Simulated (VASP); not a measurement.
# A VASP study of Mn3O4 (Hausmannite) (PBEsol + U): structure first, properties next, part 2 of 2

Aim: relax Mn3O4 (Hausmannite) with PBEsol + U, compute its properties on that cell and hold them against experiment. The start is a cell from a database of measured crystal structures.

VASP 6.6.1; PBEsol, DFT+U (Mn d 4 eV), spin-polarised from a ferromagnetic start; plane waves and PAW (Mn_pv, O).

Still holding for the runs below: The magnetic state follows from one typed start and may not be the lowest.

So far. Step 4 (Single point with fields (PBEsol + U)): In this run the pressure is 0.02 GPa, small enough to go on. Step 5 (Bands along the symmetry lines (PBEsol + U)): The path finds the gap of the mesh within 0.02 eV, so the mesh comes close to both band edges. The relaxed cell has a = 5.826, c = 9.414 Å (conventional setting).

## 6. Total and projected DOS (PBEsol + U) (continued)

The density of states has structure finer than the step of the table below, so its rows give means over 1 eV, whole bins alone (the curve runs from -12.0 to 6.43 eV). Peaks (eV: height): total up -6.2: 12.7, -5.7: 11.2, -3.9: 21.3, -3.2: 11.6; total down -3.3: 16.2, 3.3: 15.0, 3.5: 18.9, 4.9: 14.8; Mn d up -5.7: 5.64, -4.7: 4.66, -3.9: 17.4, -2.8: 5.05; Mn d down 3.3: 12.4, 3.5: 15.7, 4.6: 10.7, 4.9: 11.7; O p up -6.2: 3.79, -5.5: 3.45, -2.8: 3.51, -0.7: 3.43.

States under -12.0 eV and over 6.4 eV are left out. Table of density of states by energy, zero at the valence-band top; means over each step; 7 of 10 lines; values in states/eV/cell:

```
energy (eV)  total up  total down  Mn d up  Mn d down  O p up  O p down  Mn p up
         -9         0           0        0          0       0         0        0
         -8     0.594           0    0.233          0   0.169         0  0.00806
         -7      4.49      0.0127     1.83    0.00110    1.30   0.00571   0.0808
         -6      8.29        2.55     3.86      0.181    2.48      1.24    0.148
         -5      6.76        5.56     3.60      0.473    1.86      2.84    0.119
         -4      9.56        6.99     7.32      0.929    1.16      4.01   0.0864
         -3      8.11        7.50     4.28      0.581    2.30      4.79    0.191
         -2      5.50        1.40     2.67     0.0541    1.79     0.975    0.185
         -1      5.16           0     2.15          0    2.10         0    0.137
          0      1.55           0    0.616          0   0.708         0   0.0200
          1      3.21           0     1.74          0   0.984         0   0.0344
          2     0.799       0.598    0.396      0.468   0.312    0.0194  0.00212
          3     0.147        8.68  0.00359       6.95  0.0209     0.360  0.00238
          4     0.403        11.6   0.0122       9.53  0.0876     0.701   0.0126
          5     0.726        8.97   0.0307       6.99   0.177     0.901   0.0321
```

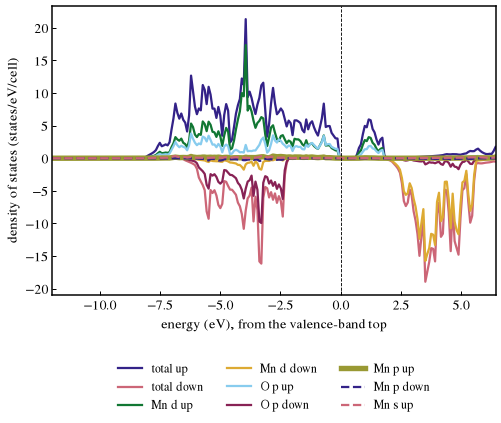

Density of states against energy. Down spins are drawn negative.

The gap on this mesh is 0.65 eV. In the top eV of the valence band the largest shares in the PAW spheres are O p 43 % and Mn d 41 %. The rest lies in smaller channels or between the spheres.

## 7. Vibrations at Γ (PBEsol + U)

Zone-centre modes test whether the atoms sit at a minimum within this cell. IBRION = 6 takes the force constants from differences of forces between displaced cells, so the forces must be tight.

Contents of INCAR:

```
SYSTEM = Mn3O4
PREC = Accurate
ENCUT = 520
EDIFF = 1E-08
NELM = 100
ISMEAR = 0
SIGMA = 0.05
LREAL = .FALSE.
ALGO = Normal
GGA = PS
NBANDS = 100
ISPIN = 2
MAGMOM = 4.558 4.558 3.944 3.944 3.944 3.944 0.006 0.006 0.006 0.006 0.006 0.006 0.006 0.006
LDAU = .TRUE.
LDAUTYPE = 2
LDAUL = 2 -1
LDAUU = 4 0
LDAUJ = 0 0
LDAUPRINT = 1
LASPH = .TRUE.
LMAXMIX = 4
LORBIT = 11
LWAVE = .FALSE.
LCHARG = .FALSE.
KPAR = 8
IBRION = 6
NFREE = 2
POTIM = 0.015
ISIF = 2
NSW = 1
```

Contents of POSCAR:

```
Mn3O4
1.0
   -2.9131705325      2.9131705325      4.7069002559
    2.9131705325     -2.9131705325      4.7069002559
    2.9131705325      2.9131705325     -4.7069002559
Mn O
6 8
Direct
    0.0000000000      0.0000000000      0.0000000000
    0.7500000000      0.2500000000      0.5000000000
    0.8750000000      0.6250000000      0.2500000000
    0.3750000000      0.6250000000      0.2500000000
    0.3750000000      0.6250000000      0.7500000000
    0.3750000000      0.1250000000      0.7500000000
    0.6067320999      0.3836921715      0.2230399284
    0.1336921715      0.4106522430      0.2769600716
    0.1606522430      0.3836921715      0.7769600716
    0.1336921715      0.8567320999      0.7230399284
    0.1432679001      0.8663078285      0.2769600716
    0.6163078285      0.3932679001      0.7769600716
    0.5893477570      0.8663078285      0.7230399284
    0.6163078285      0.8393477570      0.2230399284
```

Contents of KPOINTS:

```
Automatic mesh
0
Gamma
7 7 7
0 0 0
```

The projector-augmented-wave data sets are Mn_pv and O (PBE family, release 64).

The run is started by

```bash
$ mpirun -np 8 vasp_std
```

Wall time 1.5 h (8 MPI ranks of Intel Xeon Platinum 8375C at 2.90GHz (Ice Lake), shared host).

The run was stopped at its time limit, by a STOPCAR file.

More ranks or a longer limit would be the way on.

## 8. Summary of results

```
relaxed volume                                             : 11.41 Å³/atom
relaxed conventional cell a, b, c                          : 5.826, 5.826, 9.414 Å
space group after relaxing, within 0.02 Å                  : I4_1/amd (No. 141)
moment of the cell (10×10×10 mesh)                         : 26 μB
largest site moment (10×10×10 mesh)                        : 4.56 μB on Mn1
band gap                                                   : 0.653 eV, indirect (least direct gap of that run 0.896 eV)
gap among the points of the DOS mesh alone, an upper bound : 0.654 eV
```

**Reading.** With PBEsol + U, Mn3O4 (Hausmannite) relaxes to 11.41 Å³/atom in space group I4_1/amd, has an indirect gap of 0.653 eV and keeps moments of up to 4.56 μB (10×10×10 mesh). Against the listed cell the volume lies +1.8 % (a +1.1 %, c -0.3 %). Not obtained: vibrations at Γ (PBEsol + U), because the run hit its time limit. Bands along the symmetry lines (PBEsol + U), spin up: The path shows an indirect gap of 0.65 eV (valence top at Γ, conduction bottom between N and P). The least direct gap is 0.90 eV. Bands along the symmetry lines (PBEsol + U), spin down: On this path the gap is direct, 4.00 eV, with the valence top at Γ and the conduction bottom at Γ. Experiment finds a gap of 1.91 eV (arxiv:1406.4486); the computed 0.65 eV is not graded against it, since it lacks spin-orbit coupling or the sample's magnetic order. Semilocal functionals usually underestimate gaps. Only the typed magnetic starts were tried, so the magnetic ground state may differ and with it the other results. No search among competing phases was made, and a listed structure need not be the one stable at ambient conditions. All values are for a static lattice at zero temperature.

Calculation against experiment:

| quantity | measured | PBEsol, DFT+U |
| --- | --- | --- |
| lattice constant a (Å) | 5.76289 | 5.826 (+1.1 %) |
| lattice constant c (Å) | 9.46885 | 9.414 (-0.6 %) |

Measured values from arxiv:1407.2299 (2014).

Verdict: The lattice constant a is off by +1.1 %. The lattice constant c is off by -0.6 %. The magnetic state of these runs (an ordered one) need not be that of the sample, so the match is not graded. For lattice constants the calculation has a static lattice, without zero-point motion or thermal expansion (measured at up to 298 K).

[Lines on the potential files, build, host, timing and source positions are cut from VASP's logs without a mark.]

[Logs are printed without paths, hosts, clocks, repeated set-up lines and the standing remarks that a program may print on its own settings, such as how far it seeks lower states.]

[Hosts, paths, dates, database ids (printed as entryN), source tags and the programs' standing remarks are cut or masked in the printed files.]

[A measured line is paired with the nearest computed mode of its activity, which favours agreement.]
